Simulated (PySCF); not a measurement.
## CH$_{4}$BFO: a changed input and its effect

System: CH$_{4}$BFO, SMILES COBF.
Method of the first run: GIAO WP04/pcSseg-1 NMR shielding, non-relativistic, IEF-PCM chloroform (PySCF 2.14.0).

The geometry comes from this level: GFN2-xTB. Text and figures count atoms from 1; the logs count them from 0 in places.

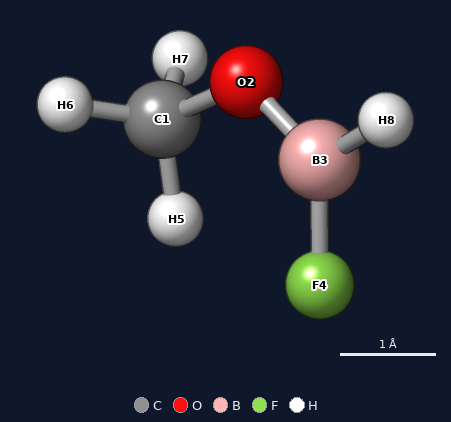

The input geometry (ball-and-stick view, seen at a tilt; atoms are numbered from 1 in the order of the input). Bond lengths as drawn: B–F 1.34 Å, B–H 1.17 Å, B–O 1.32 Å, C–H 1.09 Å and C–O 1.41 Å.

### Input file, the first run
```
{"job": {"kind": "nmr", "xc": "WP04", "basis": "pcSseg-1", "solvent": "chloroform", "pop": true, "scf": {"conv": 1e-08}}, "charge": 0, "multiplicity": 1}
C     -1.037573    -0.277800     0.062203
O     -0.018676     0.693086     0.205806
B      1.259598     0.488545    -0.039003
F      1.702842    -0.700618    -0.461400
H     -0.667275    -1.180907    -0.426144
H     -1.417892    -0.529117     1.054297
H     -1.841103     0.161855    -0.530943
H      2.029136     1.354369     0.110619
```

The first line tells a small driver script what to run in PySCF; the rest is the geometry in Å.

Launched with:
```bash
OMP_NUM_THREADS=1 python <driver script> task.json out
```

Hardware: 1 CPU thread, shared host.

### Output (the first run)
```
final grid: 66720 points
cycle   1  E = -245.2668702057  dE =  3.717e-01  |g| = 1.083e+00  |ddm| = 2.317e+00
cycle   2  E = -244.9476980469  dE =  3.192e-01  |g| = 1.718e+00  |ddm| = 1.485e+00
cycle   3  E = -245.4406041370  dE = -4.929e-01  |g| = 1.663e-01  |ddm| = 1.022e+00
cycle   4  E = -245.4446531517  dE = -4.049e-03  |g| = 8.564e-02  |ddm| = 1.154e-01
cycle   5  E = -245.4456700986  dE = -1.017e-03  |g| = 1.472e-02  |ddm| = 4.474e-02
cycle   6  E = -245.4457104572  dE = -4.036e-05  |g| = 2.315e-03  |ddm| = 1.093e-02
cycle   7  E = -245.4457115701  dE = -1.113e-06  |g| = 7.118e-04  |ddm| = 1.825e-03
cycle   8  E = -245.4457116697  dE = -9.962e-08  |g| = 1.888e-04  |ddm| = 5.202e-04
cycle   9  E = -245.4457116782  dE = -8.526e-09  |g| = 1.721e-05  |ddm| = 1.354e-04
converged SCF energy = -245.4457116782

GIAO shielding tensors (ppm)
atom      isotropic    diamagn.    paramagn.     s11        s22        s33       span
  0 C      119.453     245.277    -125.824     87.917    101.649    168.793     80.875
  1 O      209.818     396.234    -186.416     72.384    233.884    323.185    250.801
  2 B       73.831     195.585    -121.754     52.225     82.952     86.315     34.090
  3 F      282.253     474.778    -192.525    113.838    307.606    425.315    311.477
  4 H       27.473      30.245      -2.771     23.591     27.081     31.749      8.158
  5 H       28.134      28.806      -0.671     24.588     26.141     33.674      9.085
  6 H       28.131      28.586      -0.456     24.515     26.305     33.572      9.057
  7 H       28.513      30.349      -1.836     25.633     27.710     32.196      6.563
```

The input of the second run differs as follows (lines with − go, lines with + come):
```diff
-"xc": "WP04"
+"xc": "CAM-B3LYP"
-"solvent": "chloroform"
-"scf": {"conv": 1e-08}
```

How does the second run compare with the first run?

The total energies belong to different models, so their difference says nothing on which is more stable or more accurate. The HOMO goes from −10.48 to −10.86 eV. The LUMO goes from −1.27 to 1.76 eV. The dipole moment goes from 1.91 to 1.74 D. Of all shieldings, the largest change is that of F4, by −16.5 ppm. The functional changes from WP04 to CAM-B3LYP. The SCF takes 12 iterations against 9.

### Output (the second run)
```
coarse grid: 6824 points
cycle   1  E = -240.2964287549  dE =  4.303e-01  |g| = 7.127e-01  |ddm| = 2.198e+00
cycle   2  E = -240.2617663397  dE =  3.466e-02  |g| = 8.878e-01  |ddm| = 7.954e-01
cycle   3  E = -240.3814061909  dE = -1.196e-01  |g| = 4.053e-02  |ddm| = 4.341e-01
cycle   4  E = -240.3815779019  dE = -1.717e-04  |g| = 3.263e-02  |ddm| = 3.666e-02
cycle   5  E = -240.3817344708  dE = -1.566e-04  |g| = 6.401e-03  |ddm| = 1.727e-02
cycle   6  E = -240.3817412348  dE = -6.764e-06  |g| = 9.136e-04  |ddm| = 4.730e-03
final grid: 66720 points
cycle   7  E = -240.4227562422  dE = -2.942e-05  |g| = 3.845e-03  |ddm| = 9.093e-03
cycle   8  E = -240.4227562847  dE = -4.251e-08  |g| = 4.113e-03  |ddm| = 4.031e-03
cycle   9  E = -240.4227590948  dE = -2.810e-06  |g| = 5.200e-04  |ddm| = 1.982e-03
cycle  10  E = -240.4227591384  dE = -4.356e-08  |g| = 2.123e-04  |ddm| = 3.841e-04
cycle  11  E = -240.4227591473  dE = -8.851e-09  |g| = 2.474e-05  |ddm| = 1.364e-04
cycle  12  E = -240.4227591474  dE = -1.496e-10  |g| = 1.348e-05  |ddm| = 2.474e-05
converged SCF energy = -240.4227591474

GIAO shielding tensors (ppm)
atom      isotropic    diamagn.    paramagn.     s11        s22        s33       span
  0 C      132.426     243.808    -111.382    100.250    115.463    181.566     81.316
  1 O      217.829     394.107    -176.279     71.367    240.214    341.905    270.539
  2 B       75.962     194.898    -118.935     54.522     85.763     87.601     33.079
  3 F      265.748     472.098    -206.350     80.449    287.078    429.718    349.268
  4 H       27.136      29.748      -2.612     23.095     26.809     31.505      8.409
  5 H       27.916      28.644      -0.728     24.016     25.974     33.758      9.742
  6 H       27.891      28.458      -0.568     23.952     26.113     33.607      9.655
  7 H       27.817      29.829      -2.012     24.774     26.998     31.678      6.904
```

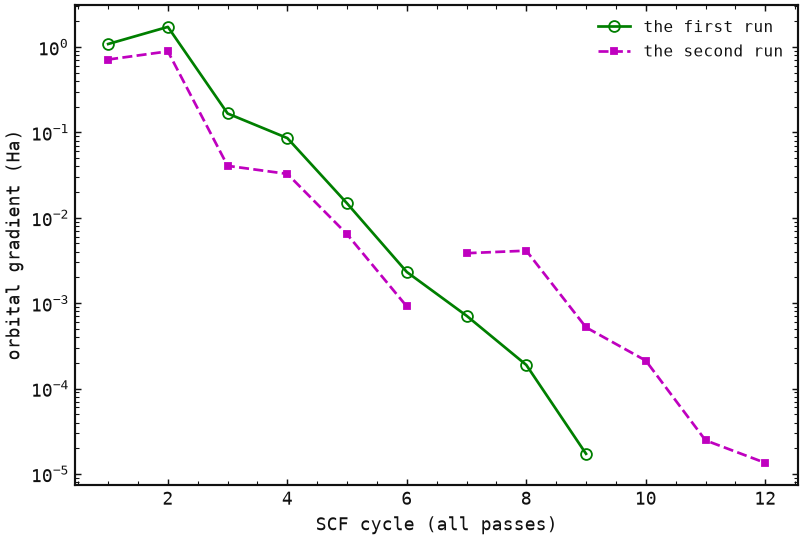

Convergence of the two runs: orbital gradient against the SCF cycle. A break in a curve parts two SCF passes (coarse and final grid). The first run takes 9 cycles in all, and the second run takes 12.

### The two runs side by side

| quantity | the first run | the second run |
| --- | --- | --- |
| outcome | converged | converged |
| total energy (hartree) | −245.445712 | −240.422759 |
| HOMO (eV) | −10.48 | −10.86 |
| LUMO (eV) | −1.27 | 1.76 |
| dipole moment (D) | 1.91 | 1.74 |
| shielding of C1 (ppm) | 119.5 | 132.4 |
| shielding of O2 (ppm) | 209.8 | 217.8 |
| shielding of B3 (ppm) | 73.8 | 76.0 |
| shielding of F4 (ppm) | 282.3 | 265.7 |
| shielding of H5 (ppm) | 27.5 | 27.1 |
| shielding of H7 (ppm) | 28.1 | 27.9 |
| shielding of H8 (ppm) | 28.5 | 27.8 |
| SCF iterations | 9 | 12 |
| basis functions | 88 | 88 |
| wall time (shared host) | 3.3 s | 3.6 s |
